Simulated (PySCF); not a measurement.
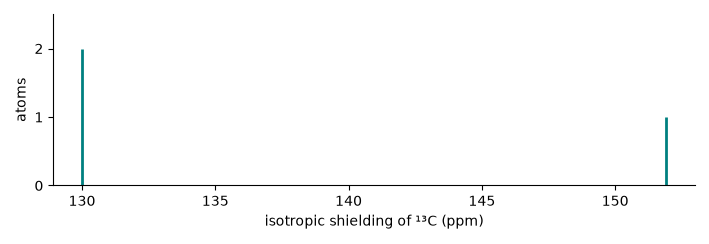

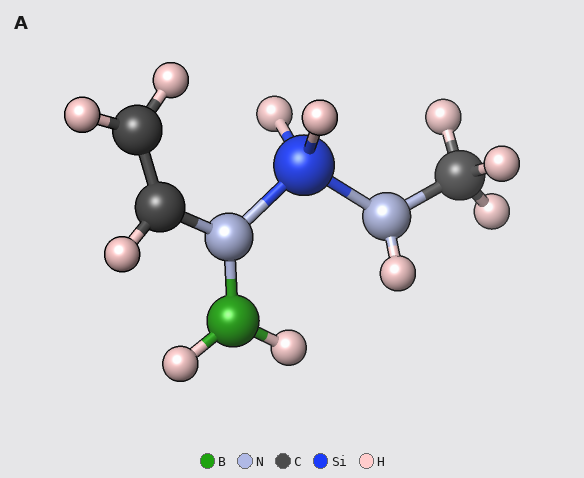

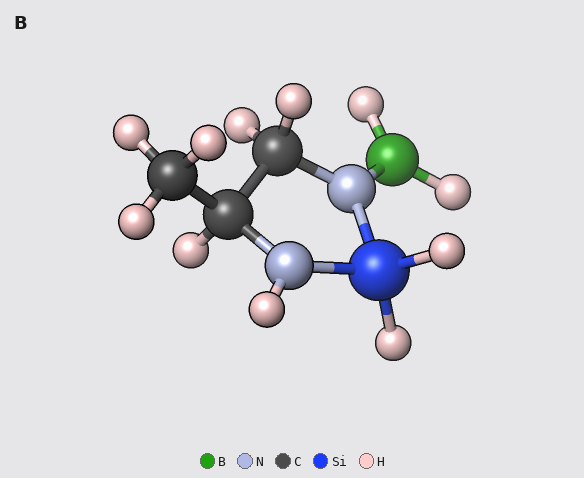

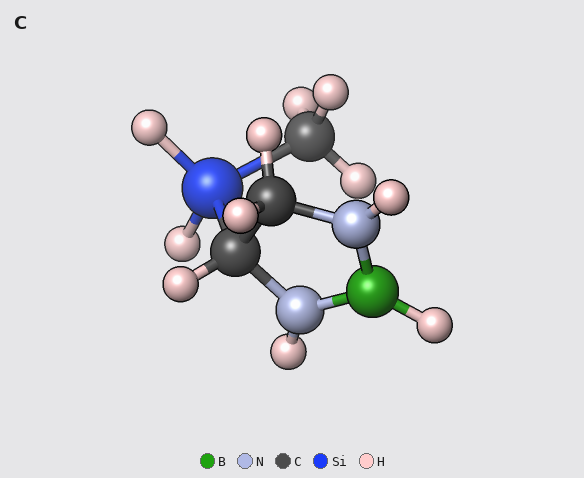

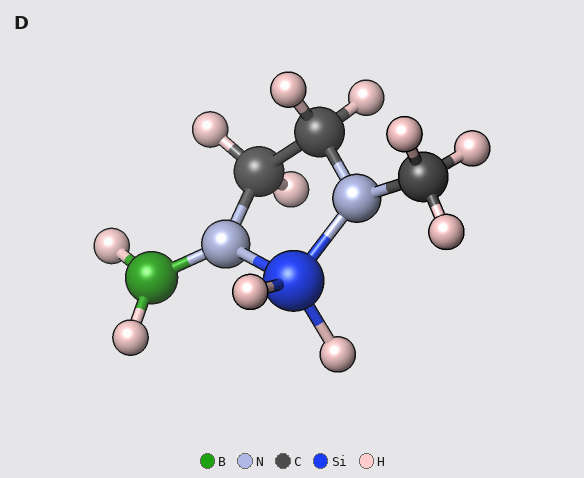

The sticks are computed shieldings of one of the molecules, for one fixed geometry (GFN2-xTB) without averaging over rotations. Low shielding means a high chemical shift. Method: GIAO PBE0/pcSseg-1 NMR shielding, non-relativistic, gas phase (PySCF 2.14.0).

Question: Match the spectrum to a structure.

Answer: D, `BN1CCN(C)[SiH2]1`. Its 3 C atoms give lines at 130.0 (2 atoms), 151.9 ppm.

The geometry is semi-empirical. Around B, Si such bond lengths and angles can be off by a tenth of an ångström or more and by several degrees, and values that hang on the shape move with them.
